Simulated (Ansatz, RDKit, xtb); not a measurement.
# C5H6BNSi: which of the isomers drawn lies lowest?, part 2 of 2

A sample of isomers of C5H6BNSi is drawn. Aim: find which of them has the lowest free energy at 298.15 K, then its properties. The sample is small against all isomers, and the most stable one of this formula need not be in it.

xtb, Ansatz and PySCF; isolated molecules.

### Step 10. c656a at MP2/def2-TZVPP

The input, input.yaml:

```yaml
crystal:
  periodic: [false, false, false]
  atoms:
    - {symbol: C, position_ang: [-1.546889, -0.433816, 2.957983]}
    - {symbol: C, position_ang: [-1.894301, 0.092571, 0.246589]}
    - {symbol: C, position_ang: [-1.076327, -0.113404, -0.806238]}
    - {symbol: C, position_ang: [0.235654, -0.735351, -0.381664]}
    - {symbol: C, position_ang: [0.313159, -0.953027, 0.954167]}
    - {symbol: B, position_ang: [-1.085884, -0.427305, 1.492960]}
    - {symbol: "N", position_ang: [-1.884182, -0.446248, 4.070978]}
    - {symbol: Si, position_ang: [1.761350, -1.699883, 1.860650]}
    - {symbol: H, position_ang: [-2.890731, 0.529829, 0.178789]}
    - {symbol: H, position_ang: [-1.292235, 0.123705, -1.852796]}
    - {symbol: H, position_ang: [1.016384, -0.969382, -1.114254]}
    - {symbol: H, position_ang: [1.348722, -2.945817, 2.571394]}
    - {symbol: H, position_ang: [2.291734, -0.745385, 2.878218]}
    - {symbol: H, position_ang: [2.841069, -2.025784, 0.882702]}
basis:
  gaussian: {orbitals: def2-TZVPP}
correlation: {method: mp2, frozen_orbitals: {C: 1, Si: 5, "N": 1, B: 1, H: 0}}
```

Run with:

```bash
$ ansatz run input.yaml --threads 2 --pin off --max-ram 5220MiB --events-out events.jsonl --progress --plain --runs-dir runs
```

Log:

```text
Warning: RAYON_NUM_THREADS=2 ignored (pool sized by the plan → 2); use --threads N
Functional definition: HF
  name "HF"
  exchange = exact_x
  correlation = 0
2063 factors; integrals over basis functions are off by at most 1.1e-3 eV
mean field evaluation 1: about -15258.8582 eV, gradient 4.3e1 eV
mean field evaluation 2: about -15259.3041 eV, gradient 4.3e1 eV
mean field evaluation 4: about -15264.5676 eV, gradient 7.9e0 eV
mean field evaluation 8: about -15264.7474 eV, gradient 4.6e-1 eV
mean field evaluation 16: about -15264.7488 eV, gradient 2.2e-6 eV
mean field -15264.74877971 eV, -560.9691708359 hartree, gradient 2.2e-6 eV, S^2 0.000000; 0 other end points of the search recorded, 0 dependent functions left out; unrestricted orbitals would lower it
12 core orbitals not correlated: weight in the atoms' cores, before any rotation towards them, 1.000 or more for the frozen orbitals, at most 0.000 for the correlated occupied ones
reference -15264.74877971 eV, -560.9691708359 hartree; 19, 19 occupied and 312, 312 virtual orbitals, 2063 factors
second order -31.66188229 eV of doubles, -0.00000000 eV of singles
Total energy: -15296.41066200 eV, -562.1327235489 hartree
```

Wall time 17 s (2 threads of Arm Neoverse V2, shared host); peak memory 1.2 GiB.

### Step 11. c883a at CCSD(T)/def2-SVP

The input, input.yaml:

```yaml
crystal:
  periodic: [false, false, false]
  atoms:
    - {symbol: C, position_ang: [-1.598199, 1.797667, 2.639933]}
    - {symbol: C, position_ang: [-1.157740, -0.924892, 2.266145]}
    - {symbol: C, position_ang: [-0.214973, -1.583296, 1.561763]}
    - {symbol: C, position_ang: [0.762435, -0.641896, 0.857344]}
    - {symbol: C, position_ang: [0.433729, 0.646631, 1.119035]}
    - {symbol: B, position_ang: [-0.838274, 0.597854, 2.056214]}
    - {symbol: "N", position_ang: [-2.170498, 2.708943, 3.081217]}
    - {symbol: Si, position_ang: [2.195259, -1.232958, -0.203941]}
    - {symbol: H, position_ang: [-1.947175, -1.411349, 2.839617]}
    - {symbol: H, position_ang: [-0.122459, -2.671103, 1.476218]}
    - {symbol: H, position_ang: [2.932917, -0.054545, -0.735179]}
    - {symbol: H, position_ang: [1.677938, -2.065679, -1.330059]}
    - {symbol: H, position_ang: [3.109364, -2.085381, 0.612803]}
    - {symbol: H, position_ang: [0.981056, 1.506804, 0.729923]}
basis:
  gaussian: {orbitals: def2-SVP}
total_charge: 0
correlation: {method: ccsd_t, frozen_orbitals: {C: 1, Si: 5, "N": 1, B: 1, H: 0}}
```

Run with:

```bash
$ ansatz run input.yaml --threads 2 --pin off --max-ram 5220MiB --events-out events.jsonl --progress --plain --runs-dir runs
```

Log, cut to the lines that bear on the results:

```text
Warning: RAYON_NUM_THREADS=2 ignored (pool sized by the plan → 2); use --threads N
[... 2 set-up lines as earlier in the session ...]
[...]
1491 factors; integrals over basis functions are off by at most 1.3e-3 eV
[...]
mean field -15253.63316285 eV, -560.5606794510 hartree, gradient 1.3e-6 eV, S^2 0.000000; 0 other end points of the search recorded, 0 dependent functions left out; unrestricted orbitals would lower it
12 core orbitals not correlated: weight in the atoms' cores, before any rotation towards them, 1.000 or more for the frozen orbitals, at most 0.000 for the correlated occupied ones
reference -15253.63316285 eV, -560.5606794510 hartree; 19, 19 occupied and 115, 115 virtual orbitals, 1491 factors
second order -26.12308415 eV of doubles, -0.00000000 eV of singles
cycle   1  -26.61431530 eV  change   -4.9e-1 eV  update   1.4e-1
[...]
cycle  12  -27.72924172 eV  change   -1.3e-5 eV  update   1.4e-5
perturbative correction -1.21356762 eV, -0.0445977874 hartree
Total energy: -15282.57597219 eV, -561.6243080759 hartree
```

It took 46 s on 2 threads of Arm Neoverse V2, shared host; peak memory 1.2 GiB.

For c656a, c883a, c344a, c013a, c331a, c576a the log finds that unrestricted Hartree-Fock orbitals lie lower, a sign to watch the closed-shell reference there.

### Step 12. Free energies and the winner

Energies in kcal/mol from c656a; G adds the thermal terms to the CCSD(T)/def2-SVP + MP2/def2-TZVPP - MP2/def2-SVP energy. The columns left of the relaxed level are at the tight-binding geometries.

| label | SMILES | spin | GFN2-xTB | HF/STO-3G | r2SCAN-D4/def2-SVP | B3LYP-D3(BJ)/def2-SVP | HF/def2-SVP | MP2/def2-SVP | CCSD(T)/def2-SVP + MP2/def2-TZVPP - MP2/def2-SVP | G | share at equilibrium | T1 |
| --- | --- | --- | --- | --- | --- | --- | --- | --- | --- | --- | --- | --- |
| c656a | N#CB1C=CC=C1[SiH3] | singlet | 0.0 | 0.0 | 0.0 | 0.0 | 0.0 | 0.0 | 0.0 | 0.0 | 97.6 % | 0.014 |
| c883a | N#CB1C=CC([SiH3])=C1 | singlet | 0.1 | -0.2 | 2.1 | 2.0 | 2.4 | 2.2 | 2.1 | 2.2 | 2.4 % | 0.014 |
| c344a | N#CC1=CC=C([SiH3])B1 | singlet | -9.3 | 11.5 | 10.8 | 11.1 | 11.1 | 11.4 | 12.2 | 11.3 | < 0.1 % | 0.014 |
| c576a | N#CC1=CBC([SiH3])=C1 | singlet | -7.1 | 13.4 | 13.3 | 13.4 | 13.9 | 13.0 | 13.9 | 12.9 | < 0.1 % | 0.014 |
| c331a | N#CC1=CC([SiH3])=CB1 | singlet | -9.5 | 11.4 | 12.9 | 12.9 | 13.2 | 13.6 | 13.9 | 13.0 | < 0.1 % | 0.015 |
| c013a | N#CC1=C([SiH3])C=CB1 | singlet | -10.5 | 11.0 | 12.3 | 12.4 | 14.4 | 13.2 | 13.8 | 13.0 | < 0.1 % | 0.014 |

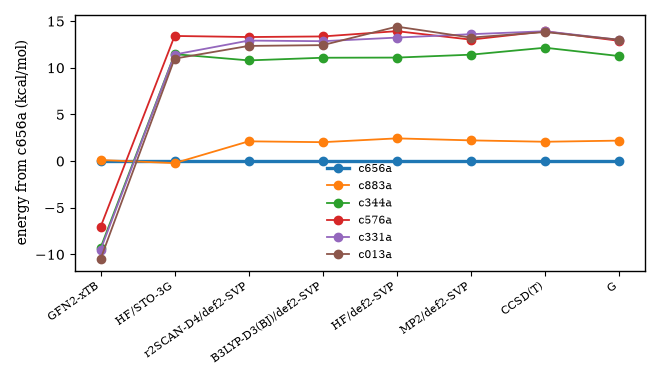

The finalists at each level, measured from c656a.

Lowest found: c656a, `N#CB1C=CC=C1[SiH3]`, a singlet. Bond lengths: C2–C3 1.349 Å, C3–C4 1.513 Å, C4–C5 1.356 Å, C1–B6 1.536 Å, C2–B6 1.574 Å, C5–B6 1.589 Å, C1–N7 1.163 Å, C5–Si8 1.865 Å, C2–H9 1.090 Å, C3–H10 1.095 Å, C4–H11 1.096 Å, Si8–H12 1.493 Å, Si8–H13 1.493 Å, Si8–H14 1.493 Å. Some angles: C2–C3–C4 111.7°, C3–C2–B6 104.8°, C3–C4–C5 113.1°, C4–C5–B6 103.3°, C4–C5–Si8 126.0°, B6–C5–Si8 130.7°, C1–B6–C2 127.1°, C1–B6–C5 125.9°, C2–B6–C5 107.0°, B6–C1–N7 179.3°.

```xyz
14

C    -1.5469   -0.4338    2.9580
C    -1.8943    0.0926    0.2466
C    -1.0763   -0.1134   -0.8062
C     0.2357   -0.7354   -0.3817
C     0.3132   -0.9530    0.9542
B    -1.0859   -0.4273    1.4930
N    -1.8842   -0.4462    4.0710
Si    1.7613   -1.6999    1.8606
H    -2.8907    0.5298    0.1788
H    -1.2922    0.1237   -1.8528
H     1.0164   -0.9694   -1.1143
H     1.3487   -2.9458    2.5714
H     2.2917   -0.7454    2.8782
H     2.8411   -2.0258    0.8827
```

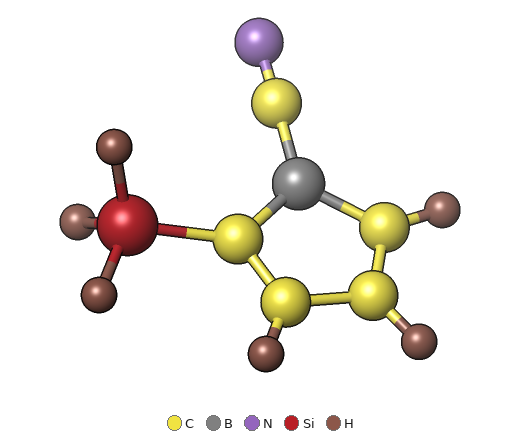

The lowest structure found, seen from a chosen angle (carbon yellow, boron grey, nitrogen purple, silicon red, hydrogen brown).

### Step 13. Results

What follows sums up all 2 parts.

| quantity | value |
| --- | --- |
| lowest structure found | N#CB1C=CC=C1[SiH3], singlet |
| next finalist | N#CB1C=CC([SiH3])=C1, singlet, 2.2 kcal/mol higher in G |
| share at equilibrium, among the finalists | 97.6 % |
| funnel | 11 starts, 10 minima at GFN2-xTB from these starts (13 with those found later), 13 screening runs, 6 relaxed, 6 ranked |
| CPU time of all runs | 23 min |

What this shows: `N#CB1C=CC=C1[SiH3]` comes out lowest. The margin, 2.2 kcal/mol, is modest. r2SCAN-D4/def2-SVP, B3LYP-D3(BJ)/def2-SVP, HF/def2-SVP and MP2/def2-SVP already put its bonding pattern lowest among the structures in one piece; GFN2-xTB favours the singlet N#CC1=C([SiH3])C=CB1; HF/STO-3G favours the singlet N#CB1C=CC([SiH3])=C1. The largest share of the time went into the final energies (57 % of the CPU time that the search's summary counts). Lowest found is not proven lowest: the search is finite, and each finalist counts with one conformer. Only 10 drawn patterns were tried, so whole families of isomers are missing, and the result ranks this sample alone. The lowest isomer need not be the one that is made and kept in a bottle, which depends on barriers.
